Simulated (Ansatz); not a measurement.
```xyz
9
charge 1, multiplicity 1
C    -0.9131    1.3084   -1.0393
Al    0.0001    0.0000   -0.0001
C     0.9131   -1.3084    1.0392
H    -1.9116    0.9505   -1.3073
H    -0.3580    1.5178   -1.9585
H    -1.0154    2.2388   -0.4727
H     1.3337   -2.0824    0.3903
H     0.2236   -1.7806    1.7453
H     1.7276   -0.8441    1.6031
```

Work out the structure from the coordinates.

Formula C2H6Al(+). The point group is D3. Coordination: 2 C tetrahedral; 1 Al linear.

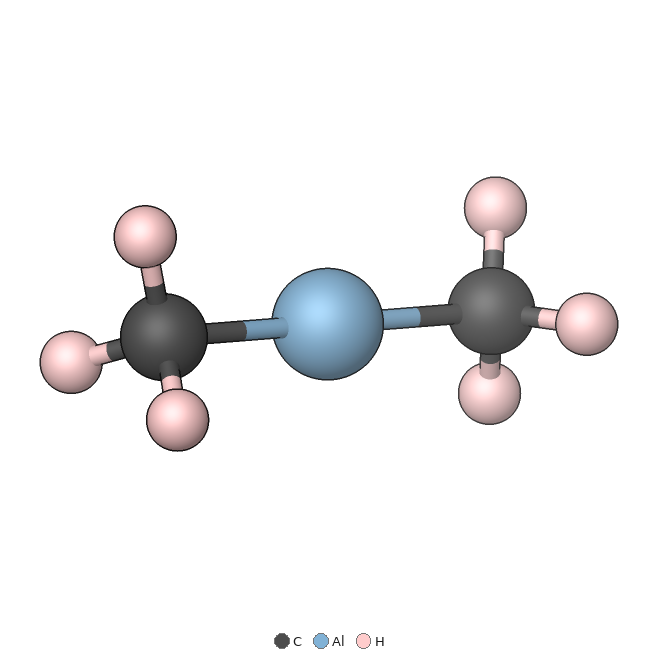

Simulated data, not a measurement (program: Ansatz).
